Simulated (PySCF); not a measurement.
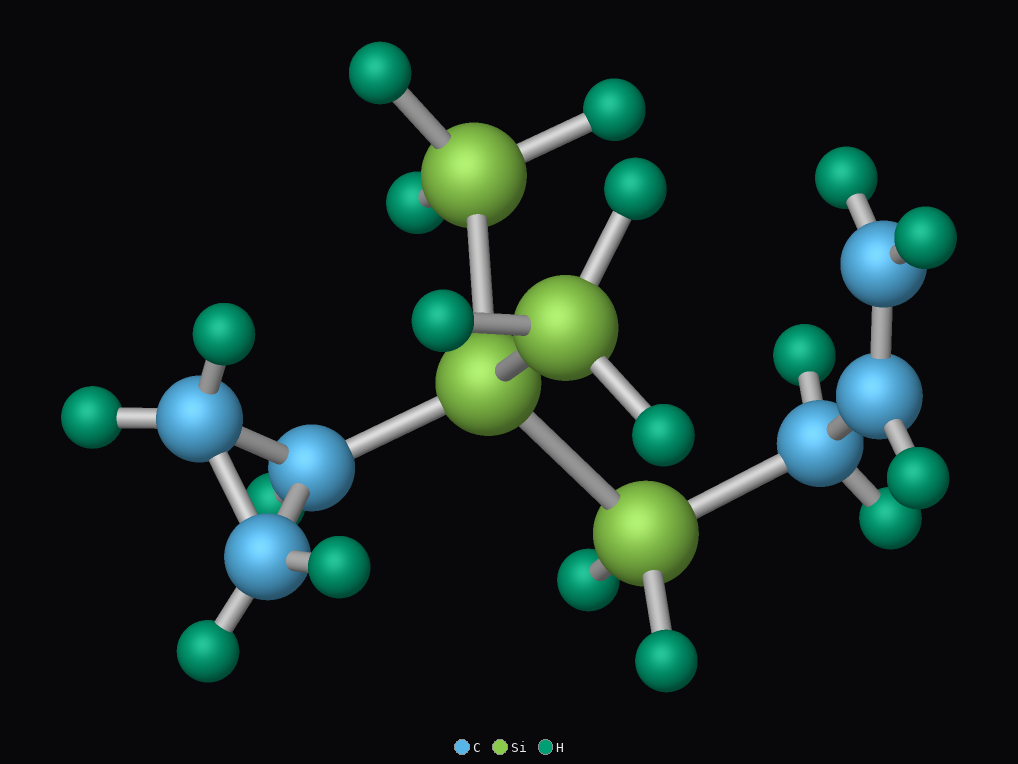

Figure made from data computed with PySCF.

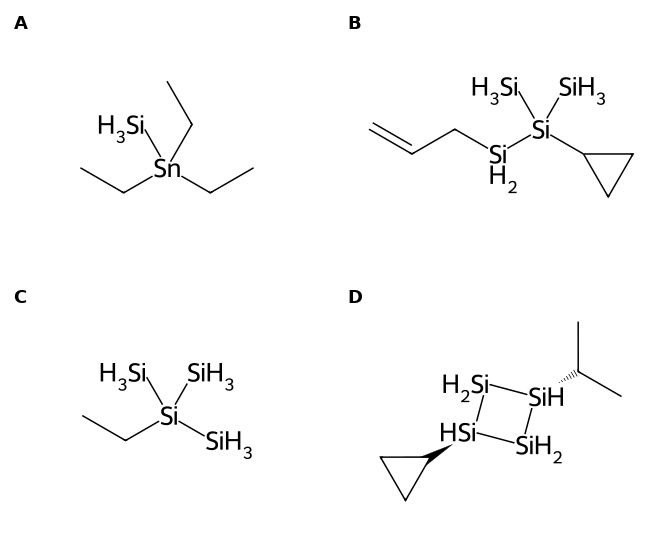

Question: The first picture shows one of the molecules drawn in the second. Which?

Answer: B, `C=CC[SiH2][Si]([SiH3])([SiH3])C1CC1`.
